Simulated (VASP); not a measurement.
Band structure of SiC (zinc blende). Computed with AM05 GGA, VASP's PBE PAW potentials (set 64) (plane waves; VASP).

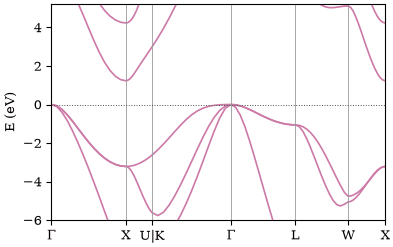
*Bands along high-symmetry lines, zero at the valence-band maximum or, without a gap, the Fermi level*

Problem. Read the plot: is there a gap, and where are the band edges?

Solution. The gap is indirect, 1.23 eV, from the valence maximum at Γ to the conduction minimum at X. (Edges off the drawn lines would not show.)

Measured: gap 2.53 eV (computed value off by -1.30 eV), as given by Wei Chen et al., Physical Review Materials (2018), doi:10.1103/physrevmaterials.2.073803 [zero-point renormalisation of 0.11 eV added back (the table's ZPR column)].

The compound is SiC in the zinc blende structure. It was relaxed first.
